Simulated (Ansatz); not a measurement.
**Run report: C$_{2}$H$_{2}$O$_{3}$, single-point calculation**

- system: C$_{2}$H$_{2}$O$_{3}$, SMILES O=COC=O
- method: RKS LC-wPBE/def2-TZVPP (Ansatz 0.2.0)

The geometry comes from this level: PBE0-D4/def2-TZVP.

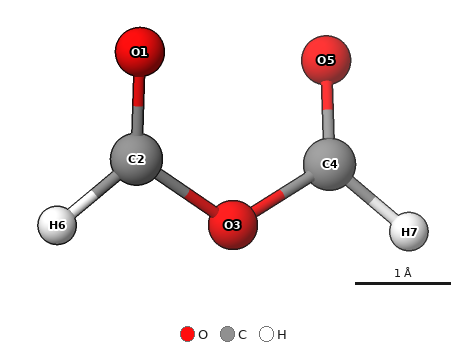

Figure 1. The input geometry (ball-and-stick view, seen at a tilt; atoms are numbered from 1 in the order of the input). Bond lengths as drawn: C–H 1.10 Å and C–O 1.18 to 1.37 Å.

**Input file**
```yaml
crystal:
  periodic: [false, false, false]
  atoms:
    - {symbol: O, position_ang: [0.032209, 0.442863, 1.731494]}
    - {symbol: C, position_ang: [0.208559, -0.516375, 1.064589]}
    - {symbol: O, position_ang: [0.326449, -0.542889, -0.303982]}
    - {symbol: C, position_ang: [-0.171037, 0.463296, -1.096392]}
    - {symbol: O, position_ang: [-1.022934, 1.227276, -0.802115]}
    - {symbol: H, position_ang: [0.356898, -1.541185, 1.432528]}
    - {symbol: H, position_ang: [0.331156, 0.399015, -2.071721]}
basis:
  gaussian: {orbitals: def2-TZVPP}
hamiltonian: {xc: {name: LC-wPBE}}
output: {orbitals: {seedname: orbitals}}
```

Launched with:
```bash
ansatz run in.yaml --threads 2 --pin off --events-out ev --progress --plain --max-ram 4352MiB
```

**Log**
```
Functional definition: LC-wPBE
  name "LC-wPBE"
  cite "Vydrov & Scuseria, J. Chem. Phys. 125, 234109 (2006) doi:10.1063/1.2409292"
  cite "Heyd & Scuseria, J. Chem. Phys. 120, 7274 (2004) doi:10.1063/1.1668634"
  cite "Ernzerhof & Perdew, J. Chem. Phys. 109, 3313 (1998) doi:10.1063/1.476928"
  cite "Perdew, Burke & Ernzerhof, Phys. Rev. Lett. 77, 3865 (1996) doi:10.1103/PhysRevLett.77.3865"
  parent pbe
  parameter omega = 0.4/bohr
  exchange = pbe_x_sr(omega) + exact_x_lr(omega)
  correlation = pbe_c
931 factors; their error is unknown
261 factors; integrals over basis functions are off by at most 2.4e-5 eV
mean field evaluation 1: about -8238.7723 eV, gradient 6.5e1 eV
mean field evaluation 2: about -8234.4231 eV, gradient 8.6e1 eV
mean field evaluation 4: about -8245.4291 eV, gradient 4.4e0 eV
mean field evaluation 8: about -8245.4627 eV, gradient 6.9e-2 eV
mean field evaluation 16: about -8245.4469 eV, gradient 6.0e-5 eV
mean field -8245.44693837 eV, -303.0145860202 hartree, gradient 6.0e-5 eV, S^2 0.000000; 0 other end points of the search recorded, 0 dependent functions left out
reference -8245.44693837 eV, -303.0145860204 hartree; 19, 19 occupied and 164, 164 virtual orbitals, 931 factors
Total energy: -8245.44693837 eV, -303.0145860204 hartree
```

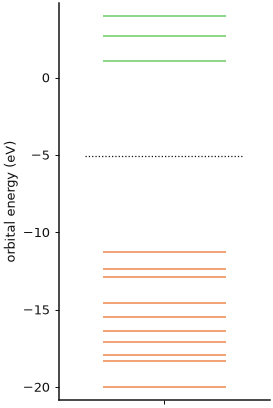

Figure 2. Orbital energies near the frontier; the dotted line parts filled from empty levels, and levels within 0.02 eV of each other stand side by side. Highest filled −11.25 eV, lowest empty 1.04 eV, 12.29 eV apart.

**Results in brief**

```tsv
quantity	value
outcome	converged
total energy	−8245.4469 eV
SCF solution under orbital rotations	stable
HOMO	−11.25 eV
LUMO	1.04 eV
hardware	2 threads of Arm Neoverse V1, 23 GiB of memory available, shared host
wall time	2.2 s (CPU time 4.1 s)
peak memory	0.38 GiB
```
